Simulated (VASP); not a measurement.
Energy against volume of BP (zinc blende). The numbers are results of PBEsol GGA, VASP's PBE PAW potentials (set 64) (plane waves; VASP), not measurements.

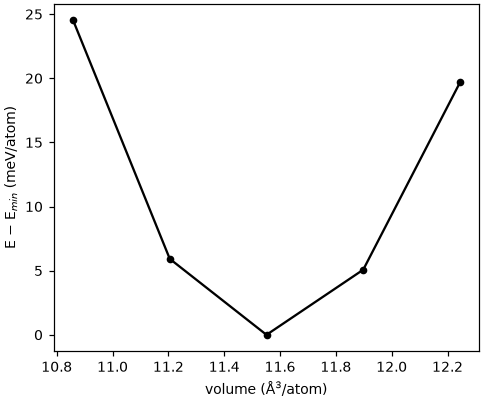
Fig. 1. Energy against volume

Problem. Estimate the equilibrium volume and the bulk modulus.

Solution. The minimum lies near 11.6 Å³/atom, and the curvature gives B0 of about 170 GPa.

Measured: bulk modulus 176 GPa at 0 K (computed value off by -4.4 %), as given by Tamar Goldzak et al., The Journal of Chemical Physics (2022), arXiv:2208.04865 [0 K, zero-point effect removed]; a 4.525 Å at 0 K (computed value off by -0.1 %), as given by Daniel Mejia-Rodriguez et al., Physical Review B (2018), arXiv:1807.09216 [static lattice: zero-point anharmonic expansion removed].

The compound is BP in the zinc blende structure. It was relaxed first.
